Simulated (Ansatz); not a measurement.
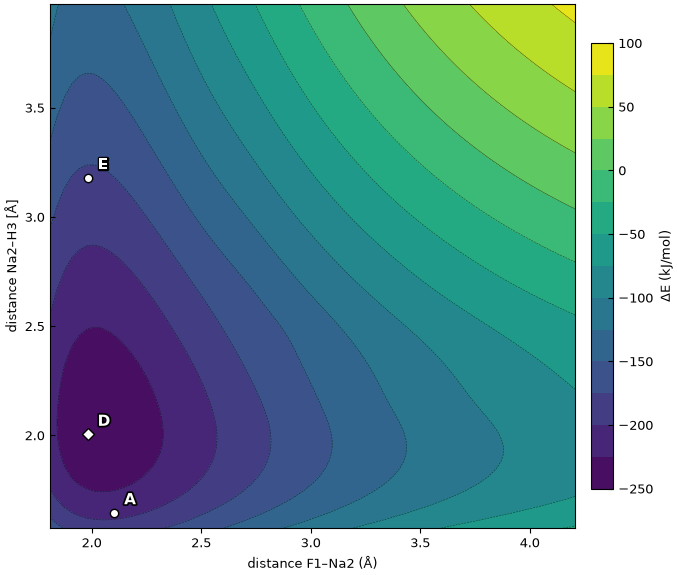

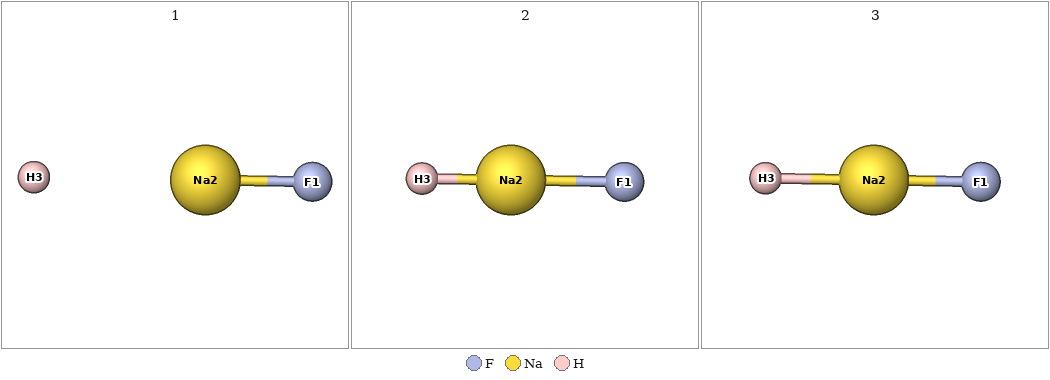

The system F⁻ + NaH. The first coordinate is: distance F1–Na2; the second: distance Na2–H3. Nothing is relaxed (the angle F1–Na2–H3 is fixed at 180 degrees). The grid has 16 × 16 points. Energies: kJ/mol, counted from F with charge -1 far from the relaxed NaH (each part in its own basis). The reference is spin-restricted, so regions where a bond is pulled apart into radicals lie too high. The calculation used RKS CAM-B3LYP-D4/aug-cc-pVTZ (Ansatz).

In the figure: filled contours, lettered points. Between grid points the surface is interpolated. The numbered pictures are the structures at these points, in random order.

Q: Which structure belongs to which point?

A: A is structure 2: distance F1–Na2 = 2.104 Å, distance Na2–H3 = 1.647 Å, −207 kJ/mol; D is structure 3: distance F1–Na2 = 1.983 Å, distance Na2–H3 = 2.006 Å, −241 kJ/mol; E is structure 1: distance F1–Na2 = 1.983 Å, distance Na2–H3 = 3.180 Å, −179 kJ/mol.
